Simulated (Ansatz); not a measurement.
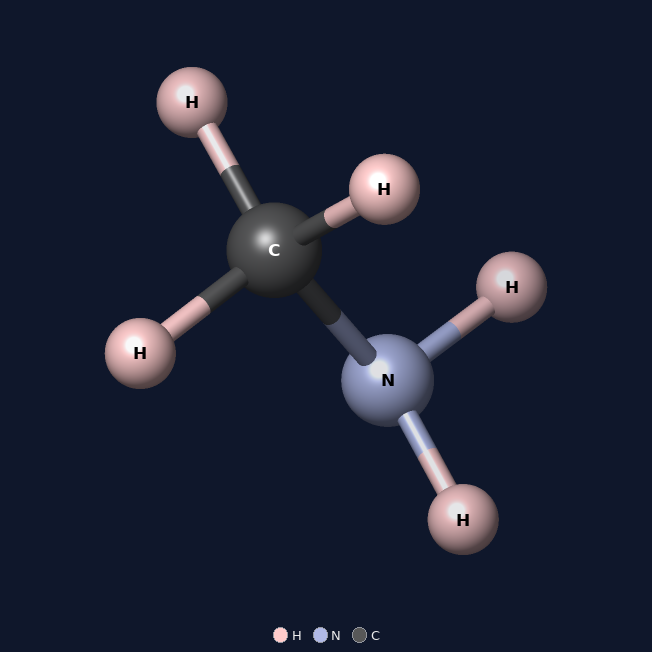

Ball-and-stick drawing of a structure. Every bond is drawn as one stick, whatever its order.

Which formula does it have?

Answer. CH₅N, 7 atoms: 1 carbon, 5 hydrogen and 1 nitrogen.

How many atoms are distinct by symmetry?

Answer. 5: 2 H, 1 N, 1 C, 2 H, 1 H.

Give the symmetry (Schoenflies symbol).

Answer. Cs.

Count the bonded pairs by element.

Answer. 3 C–H, 2 N–H, 1 C–N. Sticks follow a distance rule.

The parts below concern this one geometry. Atoms keep their numbers from picture to picture. The geometry was computed by an optimisation with PBE0-D4/def2-TZVP.

Shape

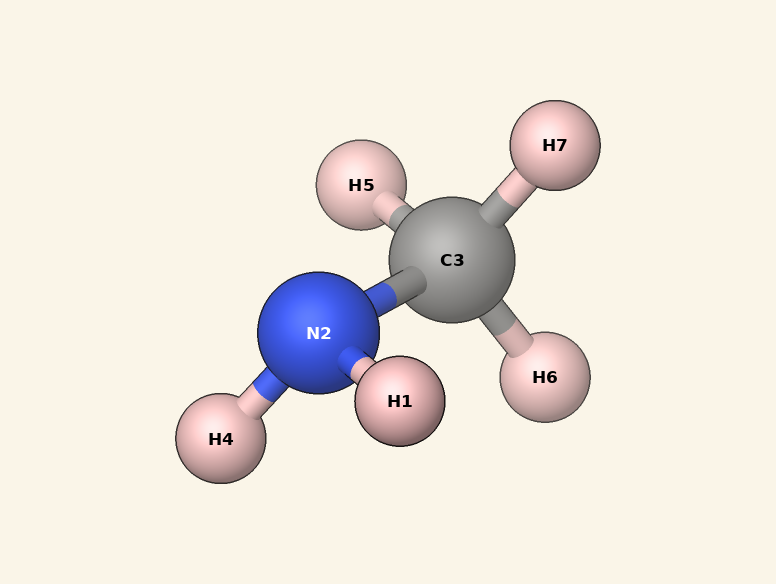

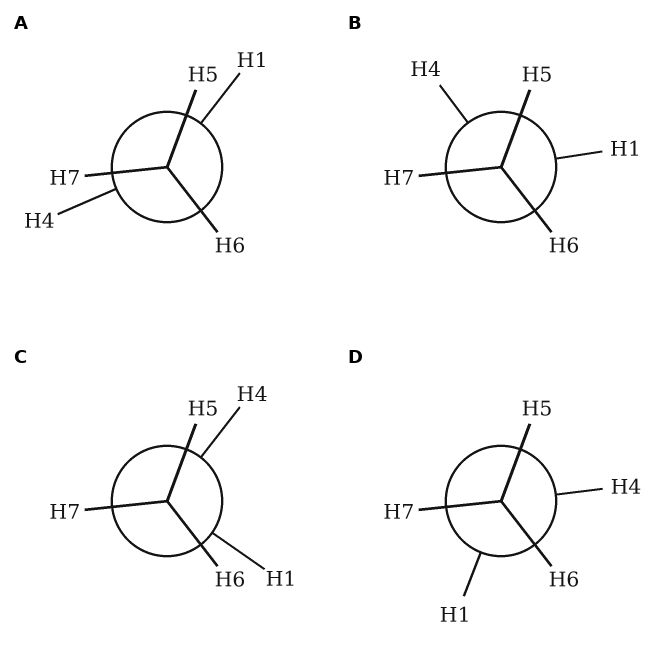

Atoms fade into the background with distance from the viewer. Bonds that would overlap in a projection are set slightly apart.

Which Newman projection shows the view along C3–N2, with C3 in front?

Answer. D. The torsion angle H5–C3–N2–H1 is −179°, antiperiplanar (anti).

Vibrations

Harmonic vibrations computed with RKS PBE0-D4/def2-TZVP (Ansatz 0.2.0) at a stationary point of the same level.

List the wavenumbers.

Answer. 15 modes: 306, 832, 975, 1090, 1169, 1347, 1452, 1490, 1512, 1664, 2987, 3081, 3120, 3533, 3613 cm⁻¹.

Electronic properties

Method: RKS r2SCAN0-D4/def2-TZVPP (Ansatz 0.2.0).

Estimate the dispersion correction.

Answer. −1.5 kJ/mol.

Dipole moment

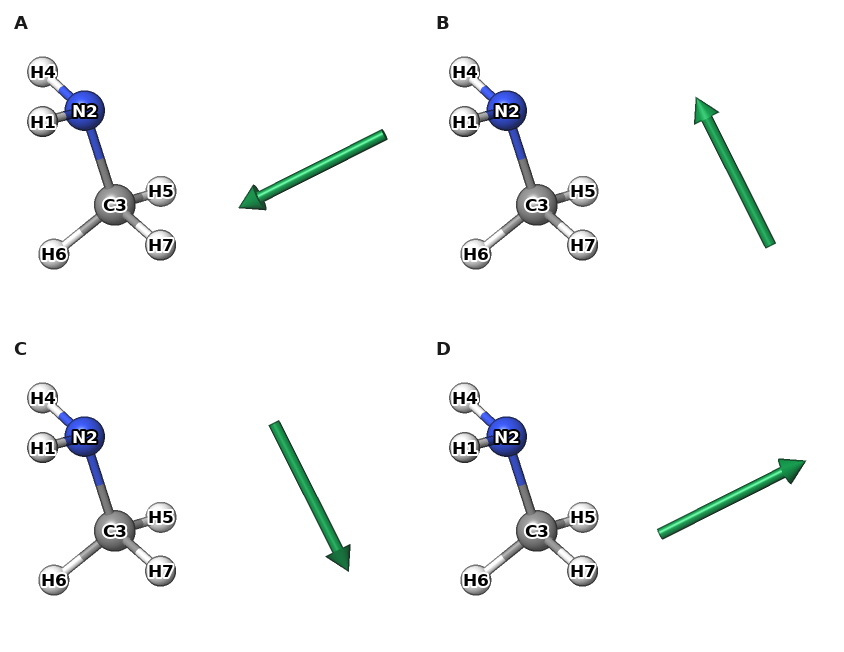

The same molecule four times, each with an arrow. Properties computed with RKS PBE0-D4/def2-TZVP (Ansatz 0.2.0).

Which arrow points along the dipole moment, from the negative to the positive end?

Answer. A. The dipole moment is 1.35 D; it points from the side of N2, H5, H7 to the side of H6 (the outermost atoms at the two ends).

Charges

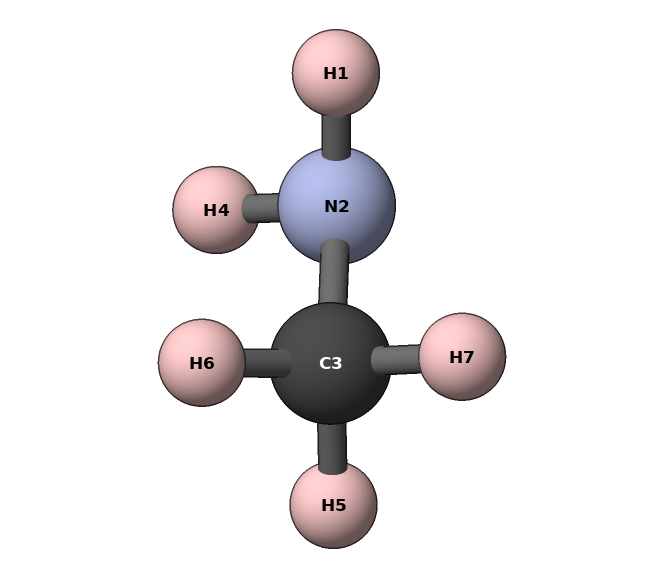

The questions are on Mulliken charges. Method: RKS PBE0-D4/def2-TZVP (Ansatz 0.2.0).

Which atom carries the highest charge (most positive or least negative)?

Answer. H1, H4 (0.22 e).

And the lowest?

Answer. N2 (−0.52 e).

List the Mulliken charges.

```tsv
atom	value (e)
H1	0.22
N2	−0.52
C3	−0.27
H4	0.22
H5	0.12
H6	0.10
H7	0.12
```

Mulliken values depend strongly on the basis set and can even reverse the polarity of a bond.
